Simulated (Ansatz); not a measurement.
# BrGeH$_{3}$···H$_{2}$O: what the fields show

The calculation's input:

```
crystal:
  periodic: [false, false, false]
  atoms:
    - { symbol: Ge, position_ang: [-1.096019, 0.070773, -0.732122] }
    - { symbol: Br, position_ang: [0.037606, -2.030687, -0.788108] }
    - { symbol: H, position_ang: [-0.169324, 1.100304, -1.403132] }
    - { symbol: H, position_ang: [-1.426497, 0.376621, 0.736937] }
    - { symbol: H, position_ang: [-2.374673, -0.172699, -1.568828] }
    - { symbol: H, position_ang: [1.51357, -0.538844, 1.078507] }
    - { symbol: O, position_ang: [1.318354, 0.393216, 1.28446] }
    - { symbol: H, position_ang: [2.196884, 0.801317, 1.392386] }
basis:
  gaussian: { orbitals: def2-mTZVP }
hamiltonian:
  xc: pbe
  dispersion: d4
relax:
  f_tol: 0.03
  max_steps: 50
output:
  orbitals: {}
```

Launched as:

```sh
ansatz run input.yaml --threads 2 --pin off --max-ram 3072MiB --backend cpu --events-out ev --progress --plain --runs-dir out
```

The fields are those of the relaxed geometry.

Level of theory: RKS PBE-D4/def2-mTZVP (Ansatz 0.2.0).

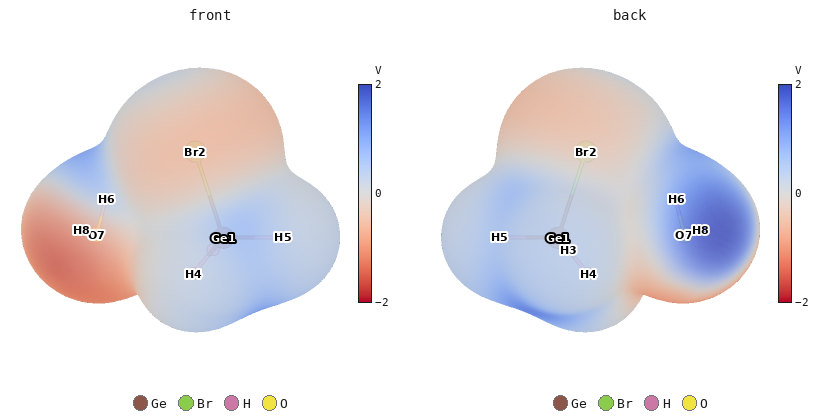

Figure 1. The electrostatic potential painted on the density surface at 0.001 e/bohr³, seen from the front and from behind; red is negative and blue positive.

Q: Which sites attract a positive test charge, and which a negative one?

A: A positive charge is drawn to the negative regions and a negative charge to the positive ones. The most negative region (about −1.3 V) lies over O7, the most positive (about +1.8 V) over H8. Br2 shows a σ-hole: about +0.2 V at the tip opposite its bond, against about −0.3 V on its flanks. O7 is the likeliest acceptor of a hydrogen bond.

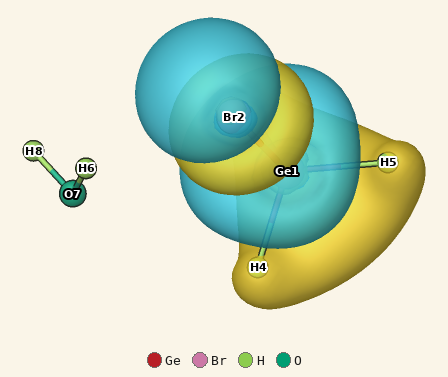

Figure 2. The LUMO at ±0.1 Å⁻³ᐟ² (yellow and cyan are the two phases), seen from one side.

Q: Where does this orbital lie, and at what energy?

A: By Hirshfeld shares it lies mainly on Ge1 (about 45 %) and Br2 (about 35 %). Its energy is −1.69 eV.

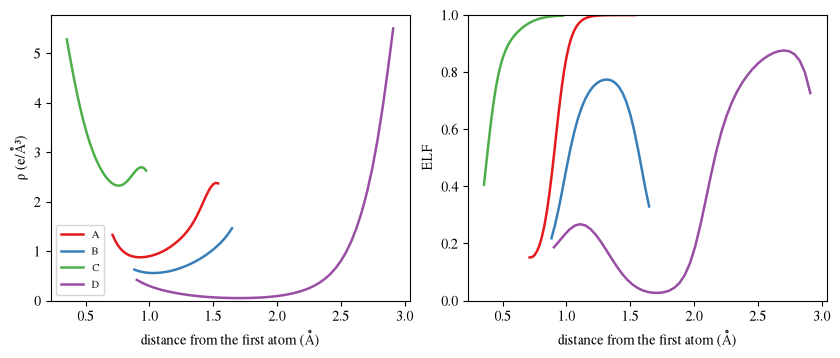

Figure 3. Total electron density and ELF along straight lines between neighbouring atoms. The curves leave out the atomic cores.

Q: Which curve belongs to which contact (Ge–Br, Ge–H, Ge–O and O–H)? The first atom named is at distance zero.

A: Curve A: Ge–H (1.54 Å): ρ at the midpoint is about 1.1 e/Å³; the ELF climbs to about 1 towards the hydrogen. Curve B: Ge–Br (2.35 Å): ρ is about 0.61 e/Å³ halfway; the ELF peaks at about 0.75 in the valence shell of Br, 1.0 Å from its nucleus, and is about 0.75 at the midpoint. Curve C: O–H (0.97 Å): ρ at the midpoint is about 3.6 e/Å³; the ELF climbs to about 1 towards the hydrogen; a covalent bond by its length. Curve D: Ge1···O7 (3.28 Å): the density falls to about 0.05 e/Å³ on the way; the ELF dips to about 0 between them; a weak contact between the two molecules.
